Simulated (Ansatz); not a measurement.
Molecular dynamics of SiNH5Cl (part 1 of 4)

System: SiNH5Cl, multiplicity 2.
Method: UKS PBE0-D4/6-31G* (Ansatz 0.2.0).

It belongs to a series of runs on one base structure; here: dynamics from the highest image of the converged band. Figures and captions count atoms from 1; the log counts them from 0 in places.

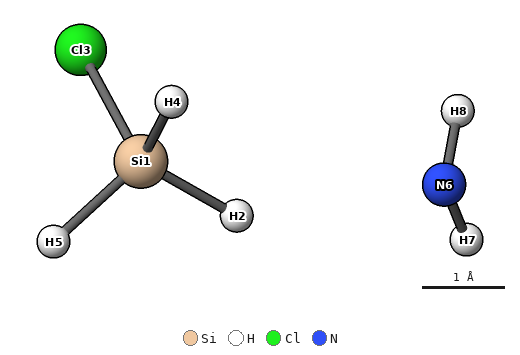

The structure as given in the input (ball-and-stick view, seen at a tilt; atoms are numbered from 1 in the order of the input). Bond lengths as drawn: Cl–Si 2.07 Å, H–N 1.03 Å and H–Si 1.48 Å.

Summary

| quantity | value |
| --- | --- |
| outcome | finished |
| mean temperature over the second half | 60 K |
| trajectory | 94 steps, 47 fs |
| ensemble | nve |
| temperature in the input | 100.0 K |
| time step | 0.5 fs |
| potential energy (last step) | −21960.2243 eV |
| mean-field energy (last step) | −21960.1351 eV |
| ⟨S²⟩ (last step) | 0.753 |
| largest force (length of the vector) (last step) | 0.947 eV/Å |
| hardware | 1 thread of Arm Neoverse V2, 24 GiB of memory available, shared host |
| wall time | 5 min |
| peak memory | 0.16 GiB |

Notes

So short a trajectory is not equilibrated.

The input
```yaml
crystal:
  periodic: [false, false, false]
  atoms:
    - { symbol: Si, position_ang: [0.11394, -0.112518, -0.162666] }
    - { symbol: H, position_ang: [0.125857, -0.735548, 1.180859] }
    - { symbol: Cl, position_ang: [2.040035, 0.505618, -0.604807] }
    - { symbol: H, position_ang: [-0.772683, 1.07523, -0.192931] }
    - { symbol: H, position_ang: [-0.301344, -1.094382, -1.19611] }
    - { symbol: "N", position_ang: [-0.542206, 0.170475, 3.514362] }
    - { symbol: H, position_ang: [-0.225541, -0.665433, 4.027331] }
    - { symbol: H, position_ang: [0.195143, 0.856557, 3.732263] }
magnetization:
  spin_polarized: true
  initial_magnetization: 1
basis:
  gaussian: { orbitals: "6-31G*" }
hamiltonian:
  xc: pbe0
  dispersion: d4
md:
  timestep: 0.5
  n_steps: 94
  ensemble: nve
  temperature: 100.0
  initial_velocities: maxwell_boltzmann
  seed: 5478
```

Launch command:
```bash
ansatz run input.yaml --threads 1 --pin off --max-ram 2048MiB --backend cpu --events-out ev --progress --plain --runs-dir out
```

What the program printed
```
Engine: ansatz 0.2.0, aarch64-unknown-linux-gnu
Functional definition: PBE0
  parameter a = 0.25
  parameter kappa = 0.804
  parameter beta = 0.06672455060314922
  exchange = (1 - a)*pbe_x(kappa = kappa, mu = beta*pi^2/3) + a*exact_x
  correlation = pbe_c(beta = beta)
689 factors; integrals over basis functions are off by at most 6.8e-4 eV
mean field evaluation 1: about -21957.1649 eV, gradient 2.4e1 eV
mean field evaluation 2: about -21956.7241 eV, gradient 2.8e1 eV
mean field evaluation 4: about -21960.1654 eV, gradient 3.0e-1 eV
mean field evaluation 8: about -21960.1780 eV, gradient 1.9e-2 eV
mean field evaluation 16: about -21960.1780 eV, gradient 3.9e-5 eV
mean field -21960.17799386 eV, -807.0216561309 hartree, gradient 3.9e-5 eV, S^2 0.753199; 0 other end points of the search recorded, 0 dependent functions left out
the calculation of the forces begins
reference -21960.17801785 eV, -807.0216570128 hartree; 22, 21 occupied and 41, 42 virtual orbitals, 689 factors
md step     0: t =     0.00 fs  T =   100.0 K  F+E_penalty+E_count = -21960.26883458 eV  E_kin = 0.077556 eV  conserved = -21960.19127858 eV  (29 SCF iters)
these checks for a lower state are left out or cut short: starts, cluster_reference, orbital_swaps, neighbouring_geometries, increment
689 factors; integrals over basis functions are off by at most 6.9e-4 eV
mean field -21960.17580451 eV, -807.0215756740 hartree, gradient 1.2e-5 eV, S^2 0.753183; 0 other end points of the search recorded, 0 dependent functions left out
the calculation of the forces begins
reference -21960.17582855 eV, -807.0215765573 hartree; 22, 21 occupied and 41, 42 virtual orbitals, 689 factors
md step     1: t =     0.50 fs  T =    97.2 K  F+E_penalty+E_count = -21960.26663944 eV  E_kin = 0.075399 eV  conserved = -21960.19124012 eV  (29 SCF iters)
[... from here on the SCF iterations and repeated set-up lines of each step are left out, up to the last step ...]
md step     2: t =     1.00 fs  T =    89.7 K  F+E_penalty+E_count = -21960.26068505 eV  E_kin = 0.069550 eV  conserved = -21960.19113499 eV  (29 SCF iters)
md step     3: t =     1.50 fs  T =    79.4 K  F+E_penalty+E_count = -21960.25261130 eV  E_kin = 0.061614 eV  conserved = -21960.19099734 eV  (28 SCF iters)
md step     4: t =     2.00 fs  T =    69.2 K  F+E_penalty+E_count = -21960.24456140 eV  E_kin = 0.053686 eV  conserved = -21960.19087524 eV  (28 SCF iters)
md step     5: t =     2.50 fs  T =    61.4 K  F+E_penalty+E_count = -21960.23843488 eV  E_kin = 0.047625 eV  conserved = -21960.19080998 eV  (28 SCF iters)
md step     6: t =     3.00 fs  T =    57.3 K  F+E_penalty+E_count = -21960.23525529 eV  E_kin = 0.044440 eV  conserved = -21960.19081510 eV  (28 SCF iters)
md step     7: t =     3.50 fs  T =    56.8 K  F+E_penalty+E_count = -21960.23495803 eV  E_kin = 0.044086 eV  conserved = -21960.19087191 eV  (28 SCF iters)
md step     8: t =     4.00 fs  T =    59.0 K  F+E_penalty+E_count = -21960.23666771 eV  E_kin = 0.045724 eV  conserved = -21960.19094366 eV  (28 SCF iters)
md step     9: t =     4.50 fs  T =    62.2 K  F+E_penalty+E_count = -21960.23925606 eV  E_kin = 0.048258 eV  conserved = -21960.19099763 eV  (28 SCF iters)
md step    10: t =     5.00 fs  T =    65.5 K  F+E_penalty+E_count = -21960.24185195 eV  E_kin = 0.050832 eV  conserved = -21960.19101950 eV  (28 SCF iters)
md step    11: t =     5.50 fs  T =    68.4 K  F+E_penalty+E_count = -21960.24407562 eV  E_kin = 0.053061 eV  conserved = -21960.19101503 eV  (29 SCF iters)
md step    12: t =     6.00 fs  T =    70.9 K  F+E_penalty+E_count = -21960.24596629 eV  E_kin = 0.054965 eV  conserved = -21960.19100136 eV  (29 SCF iters)
md step    13: t =     6.50 fs  T =    73.1 K  F+E_penalty+E_count = -21960.24772537 eV  E_kin = 0.056729 eV  conserved = -21960.19099635 eV  (28 SCF iters)
md step    14: t =     7.00 fs  T =    75.3 K  F+E_penalty+E_count = -21960.24943911 eV  E_kin = 0.058428 eV  conserved = -21960.19101067 eV  (28 SCF iters)
md step    15: t =     7.50 fs  T =    77.2 K  F+E_penalty+E_count = -21960.25090679 eV  E_kin = 0.059862 eV  conserved = -21960.19104438 eV  (28 SCF iters)
md step    16: t =     8.00 fs  T =    78.1 K  F+E_penalty+E_count = -21960.25163374 eV  E_kin = 0.060547 eV  conserved = -21960.19108710 eV  (28 SCF iters)
md step    17: t =     8.50 fs  T =    77.2 K  F+E_penalty+E_count = -21960.25098806 eV  E_kin = 0.059866 eV  conserved = -21960.19112178 eV  (28 SCF iters)
md step    18: t =     9.00 fs  T =    73.9 K  F+E_penalty+E_count = -21960.24847061 eV  E_kin = 0.057341 eV  conserved = -21960.19112928 eV  (28 SCF iters)
md step    19: t =     9.50 fs  T =    68.2 K  F+E_penalty+E_count = -21960.24401553 eV  E_kin = 0.052921 eV  conserved = -21960.19109457 eV  (27 SCF iters)
md step    20: t =    10.00 fs  T =    60.9 K  F+E_penalty+E_count = -21960.23821308 eV  E_kin = 0.047197 eV  conserved = -21960.19101601 eV  (29 SCF iters)
md step    21: t =    10.50 fs  T =    53.4 K  F+E_penalty+E_count = -21960.23232933 eV  E_kin = 0.041419 eV  conserved = -21960.19091008 eV  (28 SCF iters)
md step    22: t =    11.00 fs  T =    48.0 K  F+E_penalty+E_count = -21960.22803954 eV  E_kin = 0.037228 eV  conserved = -21960.19081120 eV  (28 SCF iters)
md step    23: t =    11.50 fs  T =    46.6 K  F+E_penalty+E_count = -21960.22688847 eV  E_kin = 0.036128 eV  conserved = -21960.19076089 eV  (28 SCF iters)
md step    24: t =    12.00 fs  T =    50.1 K  F+E_penalty+E_count = -21960.22965086 eV  E_kin = 0.038863 eV  conserved = -21960.19078819 eV  (28 SCF iters)
md step    25: t =    12.50 fs  T =    58.0 K  F+E_penalty+E_count = -21960.23588991 eV  E_kin = 0.044998 eV  conserved = -21960.19089185 eV  (28 SCF iters)
md step    26: t =    13.00 fs  T =    68.3 K  F+E_penalty+E_count = -21960.24397927 eV  E_kin = 0.052942 eV  conserved = -21960.19103726 eV  (28 SCF iters)
md step    27: t =    13.50 fs  T =    78.0 K  F+E_penalty+E_count = -21960.25163252 eV  E_kin = 0.060460 eV  conserved = -21960.19117223 eV  (28 SCF iters)
md step    28: t =    14.00 fs  T =    84.4 K  F+E_penalty+E_count = -21960.25670537 eV  E_kin = 0.065454 eV  conserved = -21960.19125134 eV  (29 SCF iters)
md step    29: t =    14.50 fs  T =    85.9 K  F+E_penalty+E_count = -21960.25790317 eV  E_kin = 0.066649 eV  conserved = -21960.19125406 eV  (29 SCF iters)
md step    30: t =    15.00 fs  T =    82.4 K  F+E_penalty+E_count = -21960.25511597 eV  E_kin = 0.063928 eV  conserved = -21960.19118802 eV  (29 SCF iters)
md step    31: t =    15.50 fs  T =    75.1 K  F+E_penalty+E_count = -21960.24931909 eV  E_kin = 0.058239 eV  conserved = -21960.19108036 eV  (29 SCF iters)
md step    32: t =    16.00 fs  T =    66.0 K  F+E_penalty+E_count = -21960.24216125 eV  E_kin = 0.051196 eV  conserved = -21960.19096499 eV  (28 SCF iters)
md step    33: t =    16.50 fs  T =    57.5 K  F+E_penalty+E_count = -21960.23543510 eV  E_kin = 0.044563 eV  conserved = -21960.19087185 eV  (28 SCF iters)
md step    34: t =    17.00 fs  T =    51.3 K  F+E_penalty+E_count = -21960.23060079 eV  E_kin = 0.039780 eV  conserved = -21960.19082052 eV  (28 SCF iters)
md step    35: t =    17.50 fs  T =    48.5 K  F+E_penalty+E_count = -21960.22846956 eV  E_kin = 0.037652 eV  conserved = -21960.19081774 eV  (28 SCF iters)
md step    36: t =    18.00 fs  T =    49.3 K  F+E_penalty+E_count = -21960.22909247 eV  E_kin = 0.038235 eV  conserved = -21960.19085750 eV  (28 SCF iters)
md step    37: t =    18.50 fs  T =    52.8 K  F+E_penalty+E_count = -21960.23185555 eV  E_kin = 0.040933 eV  conserved = -21960.19092295 eV  (28 SCF iters)
md step    38: t =    19.00 fs  T =    57.7 K  F+E_penalty+E_count = -21960.23574796 eV  E_kin = 0.044757 eV  conserved = -21960.19099067 eV  (28 SCF iters)
md step    39: t =    19.50 fs  T =    62.8 K  F+E_penalty+E_count = -21960.23973067 eV  E_kin = 0.048693 eV  conserved = -21960.19103794 eV  (28 SCF iters)
md step    40: t =    20.00 fs  T =    67.1 K  F+E_penalty+E_count = -21960.24308822 eV  E_kin = 0.052036 eV  conserved = -21960.19105203 eV  (28 SCF iters)
md step    41: t =    20.50 fs  T =    70.4 K  F+E_penalty+E_count = -21960.24561823 eV  E_kin = 0.054580 eV  conserved = -21960.19103788 eV  (30 SCF iters)
md step    42: t =    21.00 fs  T =    72.9 K  F+E_penalty+E_count = -21960.24754832 eV  E_kin = 0.056531 eV  conserved = -21960.19101748 eV  (28 SCF iters)
md step    43: t =    21.50 fs  T =    75.0 K  F+E_penalty+E_count = -21960.24919723 eV  E_kin = 0.058180 eV  conserved = -21960.19101773 eV  (28 SCF iters)
md step    44: t =    22.00 fs  T =    76.7 K  F+E_penalty+E_count = -21960.25056986 eV  E_kin = 0.059518 eV  conserved = -21960.19105162 eV  (28 SCF iters)
md step    45: t =    22.50 fs  T =    77.4 K  F+E_penalty+E_count = -21960.25116546 eV  E_kin = 0.060059 eV  conserved = -21960.19110635 eV  (28 SCF iters)
md step    46: t =    23.00 fs  T =    76.1 K  F+E_penalty+E_count = -21960.25017211 eV  E_kin = 0.059023 eV  conserved = -21960.19114873 eV  (28 SCF iters)
md step    47: t =    23.50 fs  T =    72.0 K  F+E_penalty+E_count = -21960.24696464 eV  E_kin = 0.055818 eV  conserved = -21960.19114647 eV  (28 SCF iters)
md step    48: t =    24.00 fs  T =    65.1 K  F+E_penalty+E_count = -21960.24160188 eV  E_kin = 0.050516 eV  conserved = -21960.19108580 eV  (28 SCF iters)
md step    49: t =    24.50 fs  T =    56.8 K  F+E_penalty+E_count = -21960.23502804 eV  E_kin = 0.044046 eV  conserved = -21960.19098197 eV  (28 SCF iters)
md step    50: t =    25.00 fs  T =    49.0 K  F+E_penalty+E_count = -21960.22884960 eV  E_kin = 0.037980 eV  conserved = -21960.19086987 eV  (28 SCF iters)
md step    51: t =    25.50 fs  T =    43.9 K  F+E_penalty+E_count = -21960.22480465 eV  E_kin = 0.034016 eV  conserved = -21960.19078828 eV  (28 SCF iters)
md step    52: t =    26.00 fs  T =    43.1 K  F+E_penalty+E_count = -21960.22416370 eV  E_kin = 0.033399 eV  conserved = -21960.19076472 eV  (28 SCF iters)
md step    53: t =    26.50 fs  T =    47.0 K  F+E_penalty+E_count = -21960.22729617 eV  E_kin = 0.036489 eV  conserved = -21960.19080697 eV  (28 SCF iters)
md step    54: t =    27.00 fs  T =    55.0 K  F+E_penalty+E_count = -21960.23353812 eV  E_kin = 0.042635 eV  conserved = -21960.19090341 eV  (28 SCF iters)
md step    55: t =    27.50 fs  T =    64.9 K  F+E_penalty+E_count = -21960.24137042 eV  E_kin = 0.050343 eV  conserved = -21960.19102743 eV  (28 SCF iters)
md step    56: t =    28.00 fs  T =    74.4 K  F+E_penalty+E_count = -21960.24883167 eV  E_kin = 0.057686 eV  conserved = -21960.19114553 eV  (28 SCF iters)
md step    57: t =    28.50 fs  T =    81.0 K  F+E_penalty+E_count = -21960.25404466 eV  E_kin = 0.062818 eV  conserved = -21960.19122630 eV  (28 SCF iters)
md step    58: t =    29.00 fs  T =    83.1 K  F+E_penalty+E_count = -21960.25572382 eV  E_kin = 0.064478 eV  conserved = -21960.19124616 eV  (28 SCF iters)
md step    59: t =    29.50 fs  T =    80.4 K  F+E_penalty+E_count = -21960.25354314 eV  E_kin = 0.062345 eV  conserved = -21960.19119815 eV  (28 SCF iters)
md step    60: t =    30.00 fs  T =    73.7 K  F+E_penalty+E_count = -21960.24824136 eV  E_kin = 0.057145 eV  conserved = -21960.19109663 eV  (28 SCF iters)
md step    61: t =    30.50 fs  T =    65.0 K  F+E_penalty+E_count = -21960.24139162 eV  E_kin = 0.050416 eV  conserved = -21960.19097571 eV  (28 SCF iters)
md step    62: t =    31.00 fs  T =    56.7 K  F+E_penalty+E_count = -21960.23486989 eV  E_kin = 0.043993 eV  conserved = -21960.19087707 eV  (29 SCF iters)
md step    63: t =    31.50 fs  T =    50.8 K  F+E_penalty+E_count = -21960.23021080 eV  E_kin = 0.039379 eV  conserved = -21960.19083137 eV  (31 SCF iters)
md step    64: t =    32.00 fs  T =    48.1 K  F+E_penalty+E_count = -21960.22813536 eV  E_kin = 0.037292 eV  conserved = -21960.19084367 eV  (28 SCF iters)
md step    65: t =    32.50 fs  T =    48.4 K  F+E_penalty+E_count = -21960.22846827 eV  E_kin = 0.037575 eV  conserved = -21960.19089358 eV  (28 SCF iters)
md step    66: t =    33.00 fs  T =    50.9 K  F+E_penalty+E_count = -21960.23044292 eV  E_kin = 0.039493 eV  conserved = -21960.19094957 eV  (28 SCF iters)
md step    67: t =    33.50 fs  T =    54.4 K  F+E_penalty+E_count = -21960.23317743 eV  E_kin = 0.042189 eV  conserved = -21960.19098797 eV  (28 SCF iters)
md step    68: t =    34.00 fs  T =    58.1 K  F+E_penalty+E_count = -21960.23604516 eV  E_kin = 0.045043 eV  conserved = -21960.19100250 eV  (28 SCF iters)
md step    69: t =    34.50 fs  T =    61.6 K  F+E_penalty+E_count = -21960.23878623 eV  E_kin = 0.047784 eV  conserved = -21960.19100205 eV  (28 SCF iters)
md step    70: t =    35.00 fs  T =    65.0 K  F+E_penalty+E_count = -21960.24138328 eV  E_kin = 0.050382 eV  conserved = -21960.19100167 eV  (28 SCF iters)
md step    71: t =    35.50 fs  T =    68.1 K  F+E_penalty+E_count = -21960.24383592 eV  E_kin = 0.052823 eV  conserved = -21960.19101310 eV  (28 SCF iters)
md step    72: t =    36.00 fs  T =    70.8 K  F+E_penalty+E_count = -21960.24597723 eV  E_kin = 0.054937 eV  conserved = -21960.19103974 eV  (28 SCF iters)
md step    73: t =    36.50 fs  T =    72.6 K  F+E_penalty+E_count = -21960.24741676 eV  E_kin = 0.056341 eV  conserved = -21960.19107592 eV  (28 SCF iters)
md step    74: t =    37.00 fs  T =    72.9 K  F+E_penalty+E_count = -21960.24762350 eV  E_kin = 0.056514 eV  conserved = -21960.19110957 eV  (28 SCF iters)
md step    75: t =    37.50 fs  T =    70.9 K  F+E_penalty+E_count = -21960.24611205 eV  E_kin = 0.054986 eV  conserved = -21960.19112600 eV  (28 SCF iters)
md step    76: t =    38.00 fs  T =    66.5 K  F+E_penalty+E_count = -21960.24267154 eV  E_kin = 0.051559 eV  conserved = -21960.19111235 eV  (28 SCF iters)
md step    77: t =    38.50 fs  T =    60.0 K  F+E_penalty+E_count = -21960.23756594 eV  E_kin = 0.046504 eV  conserved = -21960.19106206 eV  (28 SCF iters)
md step    78: t =    39.00 fs  T =    52.4 K  F+E_penalty+E_count = -21960.23163041 eV  E_kin = 0.040651 eV  conserved = -21960.19097990 eV  (28 SCF iters)
md step    79: t =    39.50 fs  T =    45.5 K  F+E_penalty+E_count = -21960.22618869 eV  E_kin = 0.035304 eV  conserved = -21960.19088471 eV  (27 SCF iters)
md step    80: t =    40.00 fs  T =    41.2 K  F+E_penalty+E_count = -21960.22275002 eV  E_kin = 0.031943 eV  conserved = -21960.19080739 eV  (27 SCF iters)
md step    81: t =    40.50 fs  T =    40.9 K  F+E_penalty+E_count = -21960.22252473 eV  E_kin = 0.031744 eV  conserved = -21960.19078087 eV  (26 SCF iters)
md step    82: t =    41.00 fs  T =    45.2 K  F+E_penalty+E_count = -21960.22591689 eV  E_kin = 0.035092 eV  conserved = -21960.19082447 eV  (27 SCF iters)
md step    83: t =    41.50 fs  T =    53.3 K  F+E_penalty+E_count = -21960.23223458 eV  E_kin = 0.041304 eV  conserved = -21960.19093028 eV  (28 SCF iters)
md step    84: t =    42.00 fs  T =    62.9 K  F+E_penalty+E_count = -21960.23981434 eV  E_kin = 0.048751 eV  conserved = -21960.19106342 eV  (28 SCF iters)
md step    85: t =    42.50 fs  T =    71.4 K  F+E_penalty+E_count = -21960.24655738 eV  E_kin = 0.055380 eV  conserved = -21960.19117695 eV  (28 SCF iters)
md step    86: t =    43.00 fs  T =    76.6 K  F+E_penalty+E_count = -21960.25064955 eV  E_kin = 0.059415 eV  conserved = -21960.19123438 eV  (29 SCF iters)
md step    87: t =    43.50 fs  T =    77.3 K  F+E_penalty+E_count = -21960.25113624 eV  E_kin = 0.059913 eV  conserved = -21960.19122296 eV  (28 SCF iters)
md step    88: t =    44.00 fs  T =    73.5 K  F+E_penalty+E_count = -21960.24813213 eV  E_kin = 0.056977 eV  conserved = -21960.19115514 eV  (28 SCF iters)
md step    89: t =    44.50 fs  T =    66.5 K  F+E_penalty+E_count = -21960.24264422 eV  E_kin = 0.051586 eV  conserved = -21960.19105821 eV  (28 SCF iters)
md step    90: t =    45.00 fs  T =    58.3 K  F+E_penalty+E_count = -21960.23615720 eV  E_kin = 0.045196 eV  conserved = -21960.19096139 eV  (29 SCF iters)
md step    91: t =    45.50 fs  T =    50.7 K  F+E_penalty+E_count = -21960.23017593 eV  E_kin = 0.039289 eV  conserved = -21960.19088697 eV  (29 SCF iters)
md step    92: t =    46.00 fs  T =    45.2 K  F+E_penalty+E_count = -21960.22586836 eV  E_kin = 0.035022 eV  conserved = -21960.19084684 eV  (28 SCF iters)
md step    93: t =    46.50 fs  T =    42.6 K  F+E_penalty+E_count = -21960.22386957 eV  E_kin = 0.033027 eV  conserved = -21960.19084287 eV  (28 SCF iters)
these checks for a lower state are left out or cut short: starts, cluster_reference, orbital_swaps, neighbouring_geometries, increment
689 factors; integrals over basis functions are off by at most 7.5e-4 eV
mean field -21960.13510611 eV, -807.0200800355 hartree, gradient 1.1e-5 eV, S^2 0.753302; 0 other end points of the search recorded, 0 dependent functions left out
the calculation of the forces begins
reference -21960.13513027 eV, -807.0200809232 hartree; 22, 21 occupied and 41, 42 virtual orbitals, 689 factors
689 factors; integrals over basis functions are off by at most 7.5e-4 eV
mean field evaluation 672: about -21960.1351 eV, gradient 2.3e-3 eV
mean field -21960.13510611 eV, -807.0200800355 hartree, gradient 1.1e-5 eV, S^2 0.753302; 1 other end points of the search recorded, 0 dependent functions left out
the calculation of the forces begins
reference -21960.13513027 eV, -807.0200809232 hartree; 22, 21 occupied and 41, 42 virtual orbitals, 689 factors
md step    94: t =    47.00 fs  T =    43.0 K  F+E_penalty+E_count = -21960.22424688 eV  E_kin = 0.033378 eV  conserved = -21960.19086874 eV  (30 SCF iters)
```

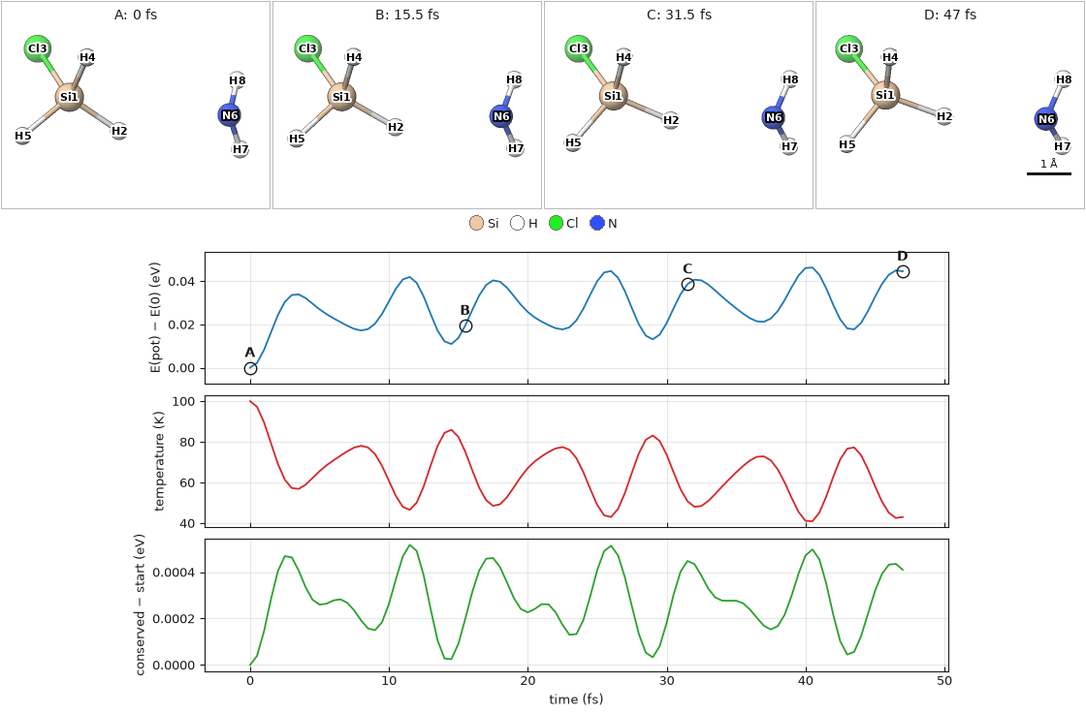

Frames of the molecular dynamics (ball-and-stick, seen at a tilt) above the curves, on which the letters mark them. The trajectory kept here has 95 frames over 47 fs. The temperature starts at 100 K, ranges from 41 to 100 K and averages 60 K over the second half. The potential energy ends 0.045 eV above its first value. The conserved quantity stays within 0.00052 eV. After an unweighted best fit of the last frame on the first, the root-mean-square displacement is 0.24 Å.
